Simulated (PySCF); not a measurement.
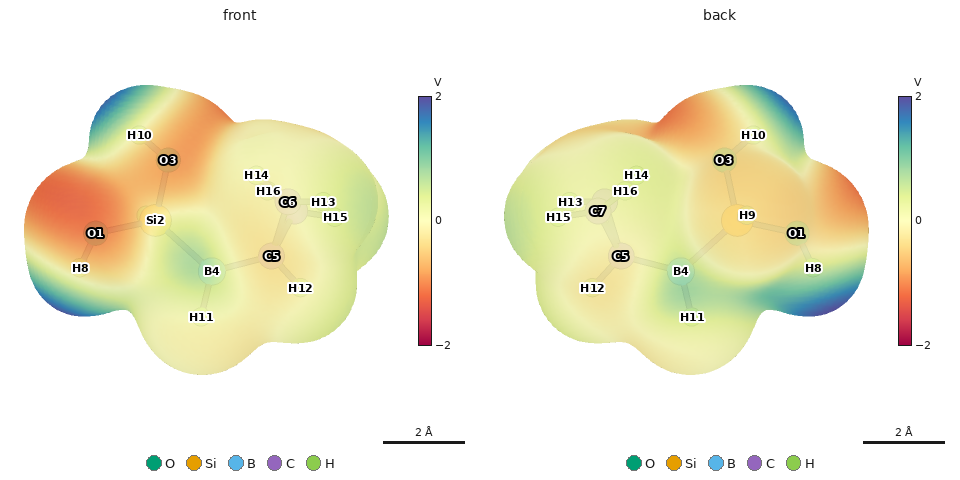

The picture shows: C3H9BO2Si (SMILES O[SiH](O)BC1CC1). The electrostatic potential painted on the density surface at 0.001 e/bohr³, seen from the front and from behind; red is negative and blue positive.

Geometry: GFN2-xTB.

Level of theory: PySCF, PBE0/pcSseg-1, SCF density, gas phase, non-relativistic.

```xyz
16

O     3.0134    0.8632   -0.1958
Si    1.6705   -0.0874   -0.0462
O     1.2746    0.0999    1.5297
B     0.1823    0.3926   -1.2231
C    -1.2893    0.1484   -0.8624
C    -1.7829    0.3697    0.5667
C    -1.6882   -1.0081    0.0503
H     3.4100    0.9943   -1.0499
H     2.1695   -1.4786   -0.2063
H     1.9797    0.1625    2.1696
H     0.4003    0.8380   -2.2917
H    -2.0471    0.3779   -1.6076
H    -2.7557    0.8254    0.6780
H    -1.0556    0.6864    1.2960
H    -2.5932   -1.5399   -0.2036
H    -0.8957   -1.6352    0.4264
```

> Describe the electrostatic potential map.

The most negative region (about −1.2 V) lies over O1, the most positive (about +1.9 V) over H8. O1 is the likeliest acceptor of a hydrogen bond.

> What dipole moment does the calculation give?

Its dipole moment is 0.82 D.
